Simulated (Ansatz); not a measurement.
# Charge trapping in a frame of liquid 96GeO2-4CaO (mol %) from 2500 K (71 atoms), part 4 of 4

Does an extra electron or hole in a frame of liquid 96GeO2-4CaO (mol %) from 2500 K (71 atoms) stay spread out, or do the atoms trap it?

Ansatz 0.2.0; Kohn-Sham DFT, revPBE, PAW (set soft_2), plane waves.

The cell: 23 Ge, 1 Ca and 47 O. The network of bonds at the start is that of the classical potential that made the cell. Sampling is at Γ alone, for a cell whose shortest periodic width is 10 Å. The liquid is relaxed first.

So far. Step 11 (An extra hole, levels at the relaxed geometry): The distance from O57 to O66 changes most, from 2.76 Å in the neutral cell to 2.59 Å.

## (11) An extra hole, levels at the relaxed geometry (continued)

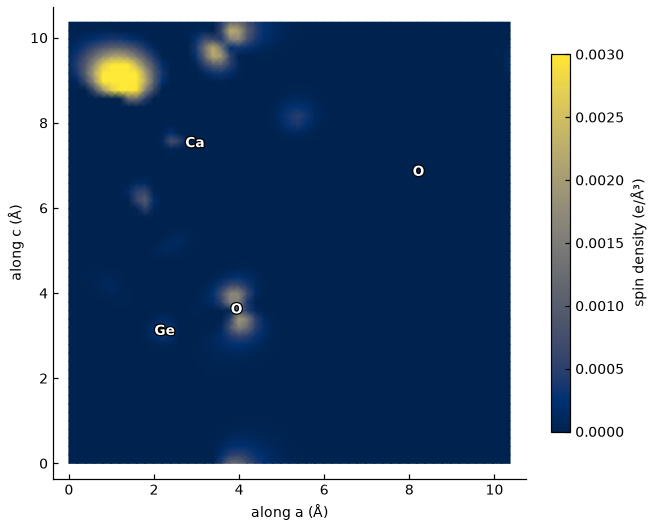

Spin density in the ac plane at fractional y = 0.325, with atoms of Ge and Ca and O within 0.2 Å of it. The map starts off the cell's origin, so that atoms lie inside it.

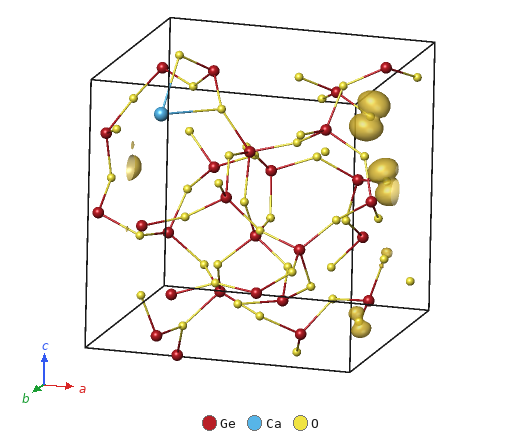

Surface of spin density = 0.059 e/Å³, which holds about 70 % of the integral of its size. Bonds to atoms that aren't drawn are left out.

## (12) Neutral at the geometry of the hole

The neutral cell at the new geometry gives the energy of that geometry without the charge.

input.yaml reads:

```yaml
crystal:
  lattice:
    - [10.367, 0.0, 0.0]
    - [0.0, 10.367, 0.0]
    - [0.0, 0.0, 10.367]
  atoms:
    - { symbol: Ge, position: [0.58434, 0.65063, 0.63313] }
    - { symbol: Ge, position: [0.50177, 0.55115, 0.35947] }
    - { symbol: Ge, position: [0.08682, 0.20233, 0.02202] }
    - { symbol: Ge, position: [0.80549, 0.10722, 0.41191] }
    - { symbol: Ge, position: [0.54762, 0.13858, 0.21628] }
    - { symbol: Ge, position: [0.01528, 0.84216, 0.7654] }
    [... 59 atom lines left out ...]
    - { symbol: O, position: [0.87885, 0.48312, 0.05915] }
    - { symbol: O, position: [0.97188, 0.49457, 0.3031] }
    - { symbol: O, position: [0.85223, 0.73504, 0.19903] }
    - { symbol: O, position: [0.22186, 0.09979, 0.05359] }
    - { symbol: O, position: [0.00531, 0.67462, 0.74061] }
    - { symbol: O, position: [0.91545, 0.98022, 0.37979] }
kpoints:
  mp_grid: { grid: [1, 1, 1] }
hamiltonian:
  xc: revpbe
scf:
  occupations: { method: fermi_dirac, width: 0.05 }
output:
  forces: true
  stress: true
  populations: true
  dos:
    method: { smearing: { sigma: 0.15 } }
    de: 0.1
    projected: { site_lists: { Ca: [Ca], Ge: [Ge], O: [O] } }
  eigenvalues: true
```

Launch:

```bash
> ansatz run input.yaml --threads 4 --pin off --max-ram 8192MiB --backend cpu --events-out ev --progress --plain --runs-dir out
```

Numbers of over 12 decimals in the logs are rounded to 6 here.

Log:

```text
[...]
Crystal: 71 atoms, lattice volume = 1114.190 Å³
Basis set: ecut = 420 eV, 21879 PW (Γ), exchange–correlation on 144×144×144 points (8 copies of the dense FFT grid, shifted against one another)
Bands: 378, of which v1, the nominal top of the filled ones, is band 307 counted from 1 (306 counted from 0)
Symmetry: 1 space group operations
[...]
k-points: 1
[...]
SCF iter   1: F=—  HF=-127421.793460 eV  |F-HF|=—  |Δ(HF+E_count)|=         —  Δρ=8.17e-3  dr2=1.14e0  ethr=1.77e-3  ⟨swp⟩=6.0  Hψ=1455  notcnv=0  defer=49
[...]
SCF iter  13: F=—  HF=-127421.598029 eV  |F-HF|=—  |Δ(HF+E_count)|=   2.06e-7  Δρ=6.65e-6  dr2=4.62e-7  ethr=2.20e-9  ⟨swp⟩=2.0  Hψ=319  notcnv=0  defer=64
SCF iter  14: F=-127421.598029 eV  HF=-127421.598029 eV  |F-HF|=4.07e-8  |Δ(HF+E_count)|=   1.77e-7  Δρ=3.01e-6  dr2=9.51e-8  ethr=1.63e-11  ⟨swp⟩=9.0  Hψ=1811  notcnv=0
SCF 1 converged in 14 iterations: F = -127421.598029 eV  dr2 = 9.51e-8
[...]
SCF converged after 14 iterations
Free energy (F): -127421.598029 eV
[...]
Internal energy: -127421.528980 eV  (E = F + TS)
E sigma→0 (E₀):  -127421.563504 eV
Entropy (-TS):   -0.069048 eV (-0.973 meV/atom)
Fermi energy:    5.215520 eV
[...]
Σ components = -127421.598029   (vs F -127421.598029, Δ=0.00e0)
--- Forces (eV/Å), atoms counted from 1 ---
  atom   1  Ge     0.67097746    -0.21161100     0.16309117
  atom   2  Ge     0.12954489     0.07629355    -0.00979093
  atom   3  Ge    -0.22148541     0.26125622    -0.17814293
  atom   4  Ge     0.16422231     0.15244915     0.02037427
[...]
atom  71  O     -0.00330728     0.06681839    -0.04537049
  max |Σ_I F_I| component: 1.32e-4 eV/Å
--- Stress (GPa, compression-positive) ---
       -0.728200       0.572083      -0.302725
        0.572083       0.612261      -0.224165
       -0.302724      -0.224165       1.401431
  P = ⅓ Tr σ = 0.4285 GPa (4.285 kbar)
--- Band table (eV) ---
[...]
--- Löwdin populations: 71 sites ---
  site symbol       q [e]
     0     Ge     12.4254
     1     Ge     12.4242
     2     Ge     12.4144
[...]
70      O      6.7272
  spilling = 0.005503 (of n_electrons = 614.000000)
```

The job ended after 20 s (4 threads of Arm Neoverse V1, shared host; peak memory 1.5 GiB; 74 s of CPU time).

Neutral at the geometry of the hole: the energy stands 0.809 eV above that of the reference.

## (13) Energies and spread of the extra charge

Energies are differences within one cell and functional; the shift is the gain plus the neutral cell's energy at the new geometry, that is how much cheaper the vertical process becomes there. The spread is the participation number of the site moments (1/Σw², over the spin inside atomic spheres), with the atom that holds the largest share and the spin that the spheres hold in all.

```csv
carrier,"charged less neutral, atoms held (eV)",gain on relaxing (eV),"neutral cell at that geometry, less the reference (eV)",shift of the vertical energy (eV),"spread, atoms held","spread, relaxed"
electron,5.350,0.053,0.059,0.112,55; Ge12 4 % of 0.41 μB,48; Ge12 5 % of 0.44 μB
hole,-3.258,0.674,0.809 †,1.483 †,6; O28 31 % of 0.83 μB,3; O57 50 % of 0.87 μB
```

† At this geometry the neutral cell has partly filled levels and no spin, so this energy is doubtful.

## (14) Outcome

The extra electron gains 0.053 eV as the atoms relax, and its spin goes from about 55 to 48 atoms: it stays spread out at this level. With the atoms held, the spheres hold only 0.41 of the 0.90 μB, so the spread is read from a small part of the spin. The extra hole gains 0.67 eV as the atoms relax, and its spin goes from about 6 to 3 atoms: the atoms trap it, with the largest share on O57. The O57–O66 distance goes from 2.76 to 2.59 Å. Adding the two vertical energies gives 2.09 eV, against a gap of 1.38 eV in the neutral cell. The zero of the potential cancels in this sum; the excess isn't taken apart here: charging of a small cell, filling of bands on a coarse mesh and the attraction to the background can all enter.

Caveats: Single energies of charged cells hang on the program's zero of potential. In the spin-polarised runs the search for a state of lower energy was switched off. No distortion was seeded, so a trapped state behind a barrier can't be found. Local and semilocal functionals favour spread-out charges, so trapping can be missed. Charged cells carry a uniform background, with no correction for images.

The DFT runs together took 16 min of wall time.

[Logs are printed without paths, hosts, clocks, repeated set-up lines and the standing remarks that a program may print on its own settings, such as how far it seeks lower states.]

[Hosts, paths, dates, database ids (printed as entryN), source tags and the programs' standing remarks are cut or masked in the printed files.]
